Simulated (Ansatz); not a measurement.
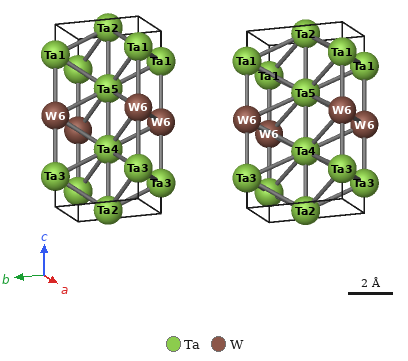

Two geometries of crystalline Ta5W (a generated structure, set up in Pmmm) (coarse preliminary run), drawn at one scale. One is the start of a relaxation, the other its converged end. Style: ball-and-stick. Shown: the cell of the calculation, from a free direction.

Theory: DFT PBE, scalar-relativistic, plane waves, PAW in Ansatz 0.2.0. Settings: plane-wave cutoff 420 eV; k-point mesh 6 × 4 × 2; occupations gaussian; smearing width 0.1 eV; no spin polarisation; cell and atoms relaxed; force threshold 0.04 eV/Å; at most 70 steps.

Which one is relaxed?

The right one is the relaxed one. The largest moves relative to the cell, 0.022 Å, are those of Ta1 and Ta3. Ta3 goes along +c. W stays in place. The drawn cell changes as follows: a 2.878 → 2.798 Å (−2.8 %), b 4.070 → 4.679 Å (+15.0 %), c 8.634 → 8.368 Å (−3.1 %); the volume changes by +8.3 %. Some distances before and after: Ta1–Ta2 2.878 → 3.072 Å, Ta4–W6 2.878 → 3.057 Å, Ta1–Ta5 2.878 → 3.057 Å, Ta1–W6 2.878 → 2.767 Å. The space group stays Pmmm (No. 47). After 9 accepted moves (10 points after the start) the energy has fallen by 1.331 eV per cell of the calculation. The largest force component goes from 0.55 to 0.0033 eV/Å. The pressure goes from 20.54 to 0.10 GPa. The SCF was repeated once at an unchanged geometry on a basis and grid sized afresh for the cell, which shifted the energy by 10.7 meV per cell of the calculation at most.

Limits of the set-up: the k-point mesh is coarse for a cell with partly filled bands.
